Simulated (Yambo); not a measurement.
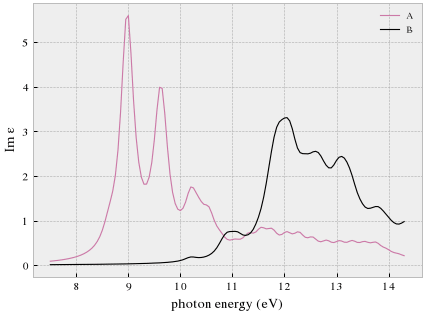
Fig. 1. Two computed absorption spectra of Cs2NaYF6 (space group Fm-3m, No. 225) (Yambo, PBEsol bands with the same scissor, field along x)

Task: Which curve includes the electron-hole attraction (BSE), and where are its main peaks?

Result: Curve A: the attraction moves weight to lower energy (centre of the plotted range 10.2 eV against 12.5 eV). Its peaks lie at 9.0 eV, 9.6 eV, 10.2 eV, 11.6 eV. Settings: 4×4×4 mesh, 18 valence and 12 conduction bands, static screening with 110 bands and a 3 Ry block, scissor 3.38 eV, Tamm-Dancoff. The scissor comes from a G0W0 run whose convergence isn't established. Broadening 0.15 eV. The band window holds all transitions up to 14.3 eV. Fine structure above the onset can come from the mesh.

Geometry of the Materials Project entry, not relaxed at this level; primitive cell a = 6.5064 Å, b = 6.5064 Å, c = 6.5064 Å, α = 60.00°, β = 60.00°, γ = 60.00°.
